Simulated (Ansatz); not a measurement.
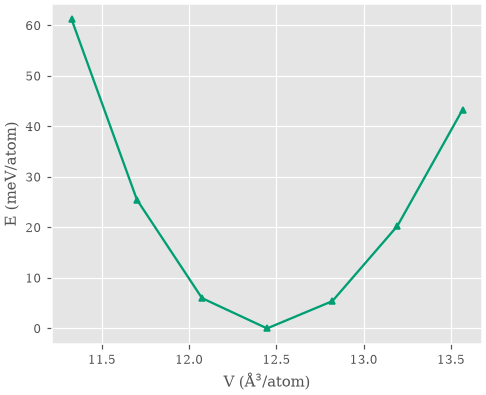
Fig. 1. CdO (rock salt, Fm-3m) under volume change, DFT-LDA in the program Ansatz with PAW potentials, scaled uniformly.

Q: What does a third-order Birch–Murnaghan fit give for V₀, B₀ and B′?

A: V₀ = 12.45 Å³/atom, B₀ = 162 GPa, B′ = 4.8.

Symmetry was held in the LDA relaxation.

Potentials: the earlier of the program's two PAW sets. The files were generated under PBE; for other functionals the program regenerates the frozen cores, and for LDA and PBEsol the local potential too.
